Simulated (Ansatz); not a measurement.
# UMP2/3-21G run of [NH3]+ (SMILES [NH3+])

What is the energy change on altering one bond length of [NH3]+ at UMP2/3-21G? 

The results are computed with Ansatz 0.2.0.

## Step 1: The molecule

The species is [NH3]+ (4 atoms), meant as a doublet with charge +1. SMILES: `[NH3+]`. Geometry: relaxed at GFN2-xTB.

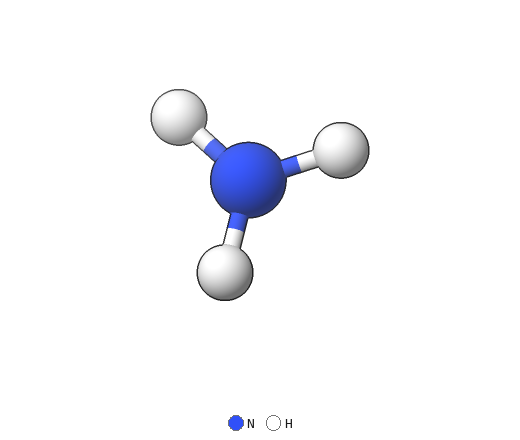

Viewed from a chosen angle; nitrogen blue, hydrogen white.

## Step 2: A single-point energy at UMP2/3-21G

input.yaml reads:

```yaml
crystal:
  periodic: [false, false, false]
  atoms:
    - symbol: "N"
      position_ang: [0.000140, -0.000820, -0.000330]
    - symbol: H
      position_ang: [0.510700, -0.238750, 0.859300]
    - symbol: H
      position_ang: [-0.995460, -0.239520, -0.089810]
    - symbol: H
      position_ang: [0.484620, 0.479080, -0.769160]
basis:
  gaussian:
    orbitals: 3-21G.json
total_charge: 1
magnetization:
  spin_polarized: true
  initial_magnetization: 1
correlation:
  method: mp2
  frozen_orbitals: {H: 0, "N": 1}
accuracy: high
```

The basis set 3-21G is read from a file made from the Basis Set Exchange's data (not shown).

Started as:

```bash
$ ansatz run input.yaml --threads 1 --pin off --max-ram 2610MiB --events-out events.jsonl --progress --plain --runs-dir runs
```

The log of the run:

```text
Warning: RAYON_NUM_THREADS=1 ignored (pool sized by the plan → 1); use --threads N
Functional definition: HF
  name "HF"
  exchange = exact_x
  correlation = 0
291 factors; integrals over basis functions are off by at most 4.4e-9 eV
mean field evaluation 1: about -1511.0833 eV, gradient 1.8e1 eV
mean field evaluation 2: about -1511.0789 eV, gradient 1.8e1 eV
mean field evaluation 4: about -1512.2920 eV, gradient 9.6e-1 eV
mean field evaluation 8: about -1512.3028 eV, gradient 6.0e-5 eV
mean field -1512.30278029 eV, -55.5761021001 hartree, gradient 2.8e-8 eV, S^2 0.760116; 0 other end points of the search recorded, 0 dependent functions left out
1 core orbitals not correlated: weight in the atoms' cores, before any rotation towards them, 1.000 or more for the frozen orbitals, at most 0.000 for the correlated occupied ones
reference -1512.30278029 eV, -55.5761021001 hartree; 4, 3 occupied and 10, 11 virtual orbitals, 291 factors
second order -2.38782752 eV of doubles, -0.00000000 eV of singles
Total energy: -1514.69060782 eV, -55.6638531431 hartree
```

It took 0.06 s on 1 thread of Arm Neoverse V1, shared host.

## Step 3: The distorted shape

molecule.yaml reads:

```yaml
basis:
  gaussian:
    orbitals: 3-21G.json
crystal:
  periodic: [false, false, false]
  atoms:
    - {symbol: N, position_ang: [-0.127513, 0.058669, -0.215260]}
    - {symbol: H, position_ang: [0.510700, -0.238750, 0.859300]}
    - {symbol: H, position_ang: [-1.123113, -0.180031, -0.304740]}
    - {symbol: H, position_ang: [0.356967, 0.538569, -0.984090]}
total_charge: 1
magnetization:
  spin_polarized: true
  initial_magnetization: 1
correlation:
  method: mp2
  frozen_orbitals: {H: 0, "N": 1}
accuracy: high
```

The basis set 3-21G is read from a file made from the Basis Set Exchange's data (not shown).

Started as:

```bash
$ ansatz run molecule.yaml --threads 1 --pin off --max-ram 2610MiB --events-out events.jsonl --progress --plain --runs-dir runs
```

The log of the run:

```text
Warning: RAYON_NUM_THREADS=1 ignored (pool sized by the plan → 1); use --threads N
[... 4 set-up lines as earlier in the session ...]
290 factors; integrals over basis functions are off by at most 2.6e-9 eV
mean field evaluation 1: about -1509.9367 eV, gradient 1.9e1 eV
mean field evaluation 2: about -1509.9333 eV, gradient 1.9e1 eV
mean field evaluation 4: about -1511.3665 eV, gradient 1.1e0 eV
mean field evaluation 8: about -1511.3893 eV, gradient 2.3e-3 eV
mean field -1511.38926212 eV, -55.5425309266 hartree, gradient 2.9e-8 eV, S^2 0.770189; 0 other end points of the search recorded, 0 dependent functions left out
1 core orbitals not correlated: weight in the atoms' cores, before any rotation towards them, 1.000 or more for the frozen orbitals, at most 0.000 for the correlated occupied ones
reference -1511.38926212 eV, -55.5425309266 hartree; 4, 3 occupied and 10, 11 virtual orbitals, 290 factors
second order -2.50064236 eV of doubles, -0.00000000 eV of singles
Total energy: -1513.88990448 eV, -55.6344278382 hartree
```

Run time: 0.08 s. Hardware: 1 thread of Arm Neoverse V1, shared host.

## Step 4: Results

At UMP2/3-21G, 1 core orbital frozen:

| quantity | value |
| --- | --- |
| first shape: total energy | -55.66385 Eh |
| first shape: correlation energy (1 core orbital frozen) | -87.8 mEh |
| first shape: ⟨S²⟩ of the reference determinant | 0.760 |
| distorted shape: total energy | -55.63443 Eh |
| distorted shape: correlation energy (1 core orbital frozen) | -91.9 mEh |
| distorted shape: ⟨S²⟩ of the reference determinant | 0.770 |
| energy change with the N1–H2 bond stretched from 1.028 to 1.285 Å | 0.801 eV |

What this shows: With the N1–H2 bond stretched from 1.028 to 1.285 Å the energy rises by 0.80 eV (77.3 kJ/mol). The first shape isn't relaxed at this level, so the change isn't measured from a minimum.
